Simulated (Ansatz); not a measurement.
# One shape, several levels: doublet GaF+

Aim: a comparison of 6 runs (UHF/STO-3G, UHF/3-21G, UB3LYP/6-31G*, U-r2SCAN0/def2-TZVPPD, U-wB97M-V/def2-TZVPPD, RPA@PBE0/def2-TZVPPD) of doublet GaF+. 

Program for the calculation: Ansatz 0.2.0.

30 further runs of the same task are left out: 30 set aside as unsound or not needed.

### 1 The structure to begin with

GaF+ has 2 atoms, charge +1, and is taken as a doublet. As SMILES of the parent species, `[F][Ga]`. Geometry: relaxed at PBE0-D4/def2-TZVP. That shape belongs to the parent species and isn't relaxed for this state.

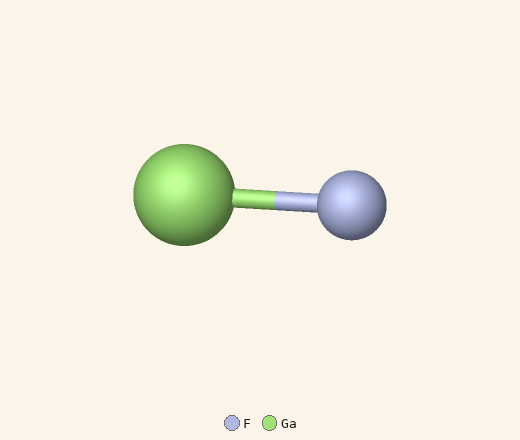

Viewed from a chosen angle; fluorine light blue, gallium green.

### 2 A single-point energy at UHF/STO-3G (run 1)

Input file molecule.yaml:

```yaml
crystal:
  periodic: [false, false, false]
  atoms:
    - {symbol: F, position_ang: [0.000000, -0.000000, 0.006300]}
    - {symbol: Ga, position_ang: [-0.000000, 0.000000, 1.792850]}
basis:
  gaussian:
    orbitals: STO-3G
total_charge: 1
magnetization:
  spin_polarized: true
  initial_magnetization: 1
hamiltonian:
  xc: hf
accuracy: high
output: {orbitals: {seedname: orbitals}}
```

Command:

```sh
$ ansatz run molecule.yaml --threads 1 --pin off --max-ram 3480MiB --events-out events.jsonl --progress --plain --runs-dir runs
```

What it wrote:

```text
Warning: RAYON_NUM_THREADS=1 ignored (pool sized by the plan → 1); use --threads N
Functional definition: HF
  name "HF"
  exchange = exact_x
  correlation = 0
297 factors; integrals over basis functions are off by at most 9.1e-8 eV
mean field evaluation 1: about -54381.0749 eV, gradient 2.6e1 eV
mean field evaluation 2: about -54381.1335 eV, gradient 2.6e1 eV
mean field evaluation 4: about -54389.2814 eV, gradient 3.3e0 eV
mean field evaluation 8: about -54389.6302 eV, gradient 8.3e-2 eV
mean field evaluation 16: about -54389.6233 eV, gradient 2.6e-8 eV
mean field evaluation 32: about -54389.2773 eV, gradient 2.9e0 eV
mean field evaluation 64: about -54389.3196 eV, gradient 3.2e-1 eV
mean field evaluation 96: about -54387.0209 eV, gradient 2.0e0 eV
mean field evaluation 128: about -54384.3428 eV, gradient 2.1e0 eV
mean field evaluation 160: about -54389.5682 eV, gradient 5.3e-1 eV
mean field -54389.62327413 eV, -1998.7817887136 hartree, gradient 2.6e-8 eV, S^2 0.751858; 3 other end points of the search recorded, 0 dependent functions left out
reference -54389.62327413 eV, -1998.7817887136 hartree; 20, 19 occupied and 3, 4 virtual orbitals, 297 factors
Total energy: -54389.62327413 eV, -1998.7817887136 hartree
```

Wall time 0.52 s (1 thread of Arm Neoverse V2, shared host).

### 3 A single-point energy at UHF/3-21G (run 2)

Input file run.yaml:

```yaml
crystal:
  periodic: [false, false, false]
  atoms:
    - {symbol: F, position_ang: [0.000000, -0.000000, 0.006300]}
    - {symbol: Ga, position_ang: [-0.000000, 0.000000, 1.792850]}
basis:
  gaussian:
    orbitals: 3-21G-spherical.json
total_charge: 1
magnetization:
  spin_polarized: true
  initial_magnetization: 1
hamiltonian:
  xc: hf
accuracy: high
output: {orbitals: {seedname: orbitals}}
```

The basis set 3-21G is read from a file made from the Basis Set Exchange's data (not shown).

Command:

```sh
$ ansatz run run.yaml --threads 1 --pin off --max-ram 3480MiB --events-out events.jsonl --progress --plain --runs-dir runs
```

What it wrote:

```text
Warning: RAYON_NUM_THREADS=1 ignored (pool sized by the plan → 1); use --threads N
Functional definition: HF
  name "HF"
  exchange = exact_x
  correlation = 0
431 factors; integrals over basis functions are off by at most 4.8e-9 eV
mean field evaluation 1: about -54753.0041 eV, gradient 5.2e1 eV
mean field evaluation 2: about -54753.0127 eV, gradient 5.2e1 eV
mean field evaluation 4: about -54761.7473 eV, gradient 4.9e0 eV
mean field evaluation 8: about -54761.9768 eV, gradient 2.9e-1 eV
mean field evaluation 16: about -54761.9817 eV, gradient 2.6e-8 eV
mean field evaluation 32: about -54755.0243 eV, gradient 1.1e0 eV
mean field -54761.98165305 eV, -2012.4657067451 hartree, gradient 2.7e-8 eV, S^2 0.768014; 0 other end points of the search recorded, 0 dependent functions left out
reference -54761.98165305 eV, -2012.4657067451 hartree; 20, 19 occupied and 11, 12 virtual orbitals, 431 factors
Total energy: -54761.98165305 eV, -2012.4657067451 hartree
```

Run time: 0.3 s. Hardware: 1 thread of Arm Neoverse V2, shared host.

Runs 3 to 5 aren't shown in full; the table further down has their settings and results.

### 4 The energy at RPA@PBE0/def2-TZVPPD (run 6)

Input file in.yaml:

```yaml
crystal:
  periodic: [false, false, false]
  atoms:
    - {symbol: F, position_ang: [0.000000, -0.000000, 0.006300]}
    - {symbol: Ga, position_ang: [-0.000000, 0.000000, 1.792850]}
basis:
  gaussian:
    orbitals: def2-TZVPPD.json
total_charge: 1
magnetization:
  spin_polarized: true
  initial_magnetization: 1
hamiltonian:
  xc: pbe0
correlation:
  method: rpa
  frozen_orbitals: {F: 1, Ga: 9}
accuracy: high
```

The basis set def2-TZVPPD is read from a file made from the Basis Set Exchange's data (not shown).

Command:

```sh
$ ansatz run in.yaml --threads 1 --pin off --max-ram 3480MiB --events-out events.jsonl --progress --plain --runs-dir runs
```

What it wrote, cut to the lines that bear on the results:

```text
Warning: RAYON_NUM_THREADS=1 ignored (pool sized by the plan → 1); use --threads N
Functional definition: PBE0
  name "PBE0"
[...]
1230 factors; integrals over basis functions are off by at most 4.6e-9 eV
[...]
mean field -55077.63033143 eV, -2024.0655817214 hartree, gradient 5.5e-8 eV, S^2 0.755545; 0 other end points of the search recorded, 0 dependent functions left out
10 core orbitals not correlated: weight in the atoms' cores, before any rotation towards them, 1.000 or more for the frozen orbitals, at most 0.000 for the correlated occupied ones
reference -55032.93550502 eV, -2022.4230771460 hartree; 10, 9 occupied and 74, 75 virtual orbitals, 1230 factors
Total energy: -55048.84516331 eV, -2023.0077463041 hartree
```

Run time: 10 s. Hardware: 1 thread of Arm Neoverse V2, shared host; peak memory 0.36 GiB.

### 5 All runs side by side

| run | level | Cartesian functions | frozen core orbitals | energy (Eh) | HOMO energy (eV) | LUMO energy (eV) | ⟨S²⟩ | wall time |
| --- | --- | --- | --- | --- | --- | --- | --- | --- |
| 1 | UHF/STO-3G | no | – | -1998.781789 | -17.77 | -5.71 | 0.752 | 0.52 s |
| 2 | UHF/3-21G | no | – | -2012.465707 | -18.95 | -8.38 | 0.768 | 0.3 s |
| 3 | UB3LYP/6-31G* (Cartesian functions) | yes | – | -2024.140349 | -16.52 | -13.59 | 0.755 | 2.8 s |
| 4 | U-r2SCAN0/def2-TZVPPD | no | – | -2024.318424 | -17.10 | -12.71 | 0.758 | 13 s |
| 5 | U-wB97M-V/def2-TZVPPD | no | – | -2024.288254 | -18.97 | -11.25 | 0.756 | 40 s |
| 6 | RPA@PBE0/def2-TZVPPD | no | 10 | -2023.007746 | – | – | 0.756 | 10 s |

### 6 Results

| quantity | value |
| --- | --- |
| run 6: total energy | -2023.00775 Eh |
| run 6: RPA correlation energy (valence) | -584.7 mEh |
| run 6: ⟨S²⟩ of the reference determinant | 0.756 |

Totals of different functionals can't be ranked against each other. In run 1 the basis is minimal, so the values are rough. All runs together took 67 s, the longest 40 s.
